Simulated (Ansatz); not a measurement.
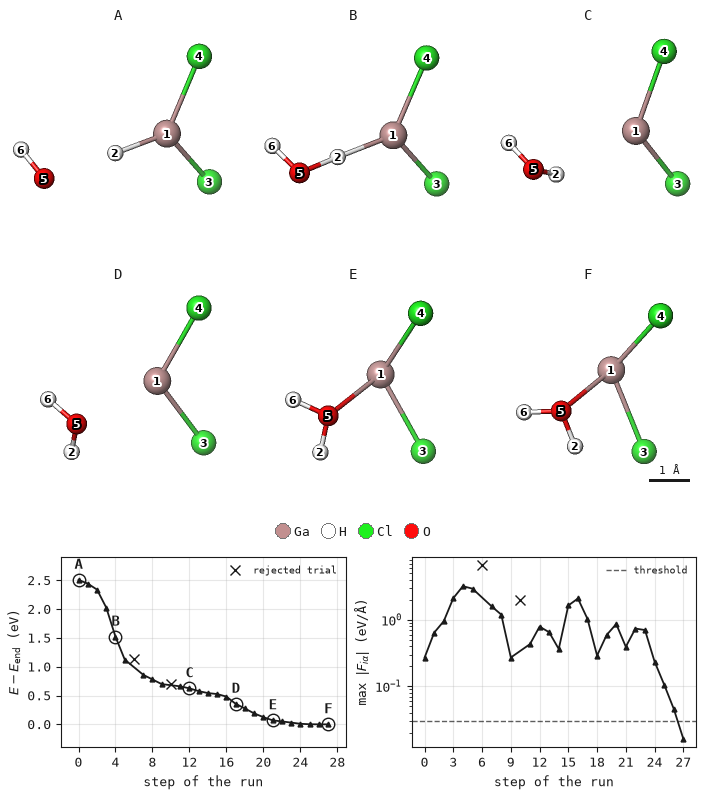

Frames of a relaxation of GaH2OCl2 (multiplicity 2), marked on the history of the run. A ball-and-stick model, seen at a tilt.

The run prepares an end point of a later path (reaction) calculation, from a guessed geometry.

Method: Ansatz, UKS BLYP/def2-SVP. Set-up: collinear spin; force threshold 0.03 eV/Å; at most 50 steps.

**Describe the path.**

After 25 accepted moves (27 points after the start) the energy has fallen by 2.508 eV. The largest force component goes from 0.27 to 0.016 eV/Å. The line search rejected the trial steps at points 6, 10 of the run. The atom that moves furthest after the best rigid fit is O5 (1.48 Å). By element the largest moves are O 1.48 Å, Cl 1.14 Å, H 0.99 Å, Ga 0.94 Å. Among the contacts that change: Ga1–O5 3.772 → 2.266 Å, H2–O5 2.201 → 0.989 Å, Ga1–H2 1.571 → 2.536 Å, Ga1–Cl3 2.171 → 2.280 Å. New bonds form, among them: Ga1–O5 (3.77 → 2.27 Å), H2–O5 (2.20 → 0.99 Å). Bonds break, among them: Ga1–H2 (1.57 → 2.54 Å). From step 0 to 4: O5 moves most (0.60 Å), energy −0.987 eV. From step 4 to 12: H2 moves most (0.61 Å), energy −0.896 eV. From step 12 to 17: H2 moves most (0.60 Å), energy −0.269 eV. From step 17 to 21: Cl and O atoms move most (0.58 Å), energy −0.287 eV. From step 21 to 27: H2 moves most (0.51 Å), energy −0.069 eV.

| step | E − E(0), eV | largest force component, eV/Å | note |
| --- | --- | --- | --- |
| 0 | 0.0000 | 0.2700 |  |
| 1 | -0.0650 | 0.6404 |  |
| 2 | -0.1688 | 0.9526 |  |
| 3 | -0.4814 | 2.1207 |  |
| 4 | -0.9870 | 3.2077 |  |
| 5 | -1.3835 | 2.9412 |  |
| 6 | -1.3773 | 6.5859 | rejected |
| 7 | -1.6480 | 1.5925 |  |
| 8 | -1.7290 | 1.1969 |  |
| 9 | -1.8099 | 0.2706 |  |
| 10 | -1.8044 | 2.0192 | rejected |
| 11 | -1.8482 | 0.4307 |  |
| 12 | -1.8832 | 0.7902 |  |
| 13 | -1.9318 | 0.6494 |  |
| 14 | -1.9655 | 0.3637 |  |
| 15 | -1.9824 | 1.6424 |  |
| 16 | -2.0268 | 2.0934 |  |
| 17 | -2.1523 | 1.0314 |  |
| 18 | -2.2331 | 0.2896 |  |
| 19 | -2.3185 | 0.5912 |  |
| 20 | -2.3832 | 0.8639 |  |
| 21 | -2.4390 | 0.3922 |  |
| 22 | -2.4575 | 0.7381 |  |
| 23 | -2.4777 | 0.7012 |  |
| 24 | -2.4985 | 0.2351 |  |
| 25 | -2.5064 | 0.1059 |  |
| 26 | -2.5081 | 0.0457 |  |
| 27 | -2.5083 | 0.0162 |  |

Limits of the set-up: the start holds two separate molecules, 2.2 Å apart at their closest, whose relative position is a soft coordinate and is computed without a dispersion correction.
